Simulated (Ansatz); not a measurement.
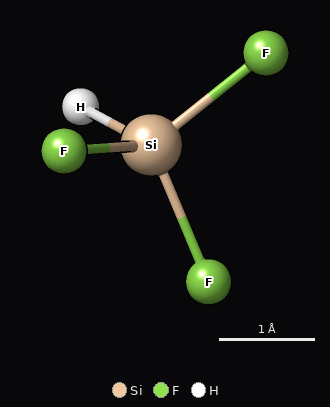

Fig. 1: The structure as given in the input (ball-and-stick view, seen at a tilt).

# SiHF₃: geometry relaxation

- system: SiHF₃
- method: RKS PBE0-D4/def2-TZVP (Ansatz 0.2.0)

### Log
```
Functional definition: PBE0
  name "PBE0"
  cite "Adamo & Barone, J. Chem. Phys. 110, 6158 (1999) doi:10.1063/1.478522"
  cite "Perdew, Burke & Ernzerhof, Phys. Rev. Lett. 77, 3865 (1996) doi:10.1103/PhysRevLett.77.3865"
  parent pbe
  parameter a = 0.25
  parameter kappa = 0.804
  parameter beta = 0.06672455060314922
  exchange = (1 - a)*pbe_x(kappa = kappa, mu = beta*pi^2/3) + a*exact_x
  correlation = pbe_c(beta = beta)
780 factors; their error is unknown
mean field evaluation 1: about -16039.6236 eV, gradient 5.0e1 eV
mean field evaluation 2: about -16035.7606 eV, gradient 7.4e1 eV
mean field evaluation 4: about -16042.8587 eV, gradient 4.2e-1 eV
mean field evaluation 8: about -16042.9257 eV, gradient 6.2e-3 eV
mean field -16042.92566632 eV, -589.5666439518 hartree, gradient 4.1e-5 eV, S^2 0.000000; 0 other end points of the search recorded, 0 dependent functions left out
the calculation of the forces begins
reference -16042.92568702 eV, -589.5666447125 hartree; 21, 21 occupied and 115, 115 virtual orbitals, 780 factors
relax step   1: F+E_penalty+E_count = -16042.98455562 eV  Δ(F+E_penalty+E_count) = +0.000e0 eV  max|allowed force component| = 4.126e-1 eV/Å  Δτ_max = 0.0000 Å  (22 SCF iters, accepted)
these checks for a lower state are left out or cut short: starts, cluster_reference, orbital_swaps, neighbouring_geometries, increment
780 factors; their error is unknown
mean field evaluation 16: about -16042.9307 eV, gradient 1.3e-1 eV
mean field -16042.93073414 eV, -589.5668301905 hartree, gradient 2.2e-5 eV, S^2 0.000000; 0 other end points of the search recorded, 0 dependent functions left out
the calculation of the forces begins
reference -16042.93075486 eV, -589.5668309522 hartree; 21, 21 occupied and 115, 115 virtual orbitals, 780 factors
relax step   2: F+E_penalty+E_count = -16042.98961739 eV  Δ(F+E_penalty+E_count) = -5.062e-3 eV  max|allowed force component| = 2.285e-1 eV/Å  Δτ_max = 0.0113 Å  (26 SCF iters, accepted)
these checks for a lower state are left out or cut short: starts, cluster_reference, orbital_swaps, neighbouring_geometries, increment
780 factors; their error is unknown
mean field -16042.93252679 eV, -589.5668960694 hartree, gradient 2.2e-5 eV, S^2 0.000000; 0 other end points of the search recorded, 0 dependent functions left out
the calculation of the forces begins
reference -16042.93254753 eV, -589.5668968315 hartree; 21, 21 occupied and 115, 115 virtual orbitals, 780 factors
relax step   3: F+E_penalty+E_count = -16042.99140951 eV  Δ(F+E_penalty+E_count) = -1.792e-3 eV  max|allowed force component| = 9.608e-3 eV/Å  Δτ_max = 0.0090 Å  (26 SCF iters, accepted)
these checks for a lower state are left out or cut short: starts, cluster_reference, orbital_swaps, neighbouring_geometries, increment
780 factors; their error is unknown
mean field -16042.93253495 eV, -589.5668963693 hartree, gradient 4.4e-5 eV, S^2 0.000000; 0 other end points of the search recorded, 0 dependent functions left out
the calculation of the forces begins
reference -16042.93255569 eV, -589.5668971314 hartree; 21, 21 occupied and 115, 115 virtual orbitals, 780 factors
relax step   4: F+E_penalty+E_count = -16042.99141666 eV  Δ(F+E_penalty+E_count) = -7.145e-6 eV  max|allowed force component| = 1.180e-3 eV/Å  Δτ_max = 0.0007 Å  (17 SCF iters, accepted)
780 factors; their error is unknown
mean field evaluation 32: about -16042.8659 eV, gradient 1.3e-1 eV
```

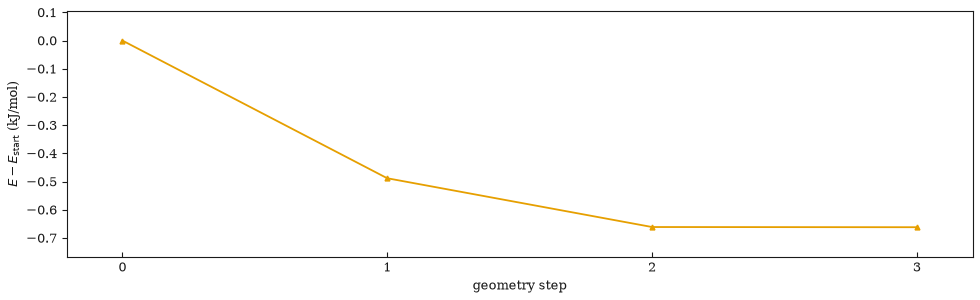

Fig. 2: Progress of the relaxation, step by step (the first geometry is step 0 here and step 1 in the log).

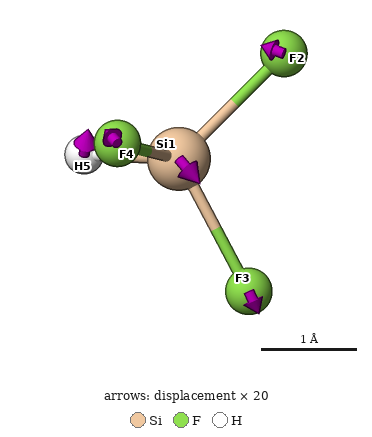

Fig. 3: The starting structure with the displacements as pink arrows, magnified 20 times (ball-and-stick view, seen at a tilt). The two geometries are laid on each other by the best rigid fit. Si1 moves most after the best rigid fit: 0.018 Å. Largest moves by element: Si 0.018 Å, H 0.017 Å, F 0.014 Å. Over 3 geometry steps the energy falls by 0.66 kJ/mol. The largest force component goes from 0.41 to 0.0012 eV/Å. (Atoms are counted from 1 in the order of the input.)

```
mean field -16042.93253495 eV, -589.5668963693 hartree, gradient 4.4e-5 eV, S^2 0.000000; 1 other end points of the search recorded, 0 dependent functions left out
the calculation of the forces begins
reference -16042.93255569 eV, -589.5668971314 hartree; 21, 21 occupied and 115, 115 virtual orbitals, 780 factors
Total energy: -16042.99143740 eV, -589.5690609942 hartree
Atom 0 at    -0.587885     0.878451    -0.793335 Å, force    -0.001180    -0.000122     0.001049 eV/Å
Atom 1 at     0.738931     1.414737    -0.140641 Å, force     0.000262     0.000041     0.000139 eV/Å
Atom 2 at    -1.046286     1.905655    -1.892776 Å, force    -0.000134     0.000180    -0.000154 eV/Å
Atom 3 at    -0.271076    -0.490714    -1.499786 Å, force     0.000097    -0.000271    -0.000085 eV/Å
Atom 4 at    -1.628150     0.707906     0.218802 Å, force     0.000955     0.000172    -0.000950 eV/Å
Dipole moment:    -0.194932    -0.031966     0.189673 e Å
```

### Trajectory as extended XYZ (Å, eV, eV/Å), 4 frames, from step=1 to step=4
```
5
Properties=species:S:1:pos:R:3:forces:R:3 step=1 energy=-16042.98456
Si   -0.5883    0.8679   -0.7784    0.1674   0.2062  -0.4126
F     0.7458    1.4232   -0.1497   -0.1235  -0.1270   0.0641
F    -1.0415    1.8968   -1.8837   -0.0336  -0.0379   0.0772
F    -0.2676   -0.4887   -1.5132   -0.0367   0.0373   0.1806
H    -1.6430    0.7168    0.2173    0.0265  -0.0786   0.0907
5
Properties=species:S:1:pos:R:3:forces:R:3 step=2 energy=-16042.98962
Si   -0.5886    0.8734   -0.7858    0.0851   0.1184  -0.2285
F     0.7413    1.4206   -0.1445   -0.0666  -0.0719   0.0274
F    -1.0415    1.9017   -1.8906   -0.0177  -0.0432   0.0731
F    -0.2712   -0.4898   -1.5071   -0.0147   0.0262   0.0969
H    -1.6344    0.7101    0.2203    0.0140  -0.0295   0.0311
5
Properties=species:S:1:pos:R:3:forces:R:3 step=3 energy=-16042.99141
Si   -0.5879    0.8784   -0.7933    0.0023   0.0008  -0.0028
F     0.7387    1.4148   -0.1406    0.0068   0.0015   0.0026
F    -1.0463    1.9055   -1.8925   -0.0023   0.0059  -0.0065
F    -0.2713   -0.4906   -1.4997    0.0027  -0.0063  -0.0029
H    -1.6277    0.7080    0.2183   -0.0094  -0.0018   0.0096
5
Properties=species:S:1:pos:R:3:forces:R:3 step=4 energy=-16042.99142
Si   -0.5879    0.8785   -0.7933   -0.0012  -0.0001   0.0010
F     0.7389    1.4147   -0.1406    0.0003   0.0000   0.0001
F    -1.0463    1.9057   -1.8928   -0.0001   0.0002  -0.0002
F    -0.2711   -0.4907   -1.4998    0.0001  -0.0003  -0.0001
H    -1.6281    0.7079    0.2188    0.0010   0.0002  -0.0009
```

The run was set up as follows.

### The input
```yaml
crystal:
  periodic: [false, false, false]
  atoms:
    - {symbol: Si, position_ang: [-0.588255, 0.867950, -0.778371]}
    - {symbol: F, position_ang: [0.745807, 1.423217, -0.149658]}
    - {symbol: F, position_ang: [-1.041485, 1.896754, -1.883726]}
    - {symbol: F, position_ang: [-0.267578, -0.488675, -1.513249]}
    - {symbol: H, position_ang: [-1.642955, 0.716789, 0.217268]}
basis:
  gaussian: {orbitals: def2-TZVP}
hamiltonian: {xc: pbe0, dispersion: d4}
relax: {f_tol: 0.005, max_steps: 200}
```

Launched with:
```bash
ansatz run in.yaml --threads 4 --pin off --events-out ev --progress --plain --max-ram 9574MiB
```

### Summary

```json
{"quantity": "outcome", "value": "converged"}
{"quantity": "total energy", "value": "−16042.9914 eV"}
{"quantity": "mean-field energy", "value": "−16042.9326 eV"}
{"quantity": "dispersion energy", "value": "−0.0589 eV"}
{"quantity": "SCF solution under orbital rotations", "value": "stable"}
{"quantity": "largest force (length of the vector) at the end", "value": "0.002 eV/Å"}
{"quantity": "dipole moment", "value": "1.32 D"}
{"quantity": "hardware", "value": "4 threads of Arm Neoverse V1, 23 GiB of memory available, shared host"}
{"quantity": "wall time", "value": "4.6 s (CPU time 17 s)"}
{"quantity": "peak memory", "value": "0.46 GiB"}
```
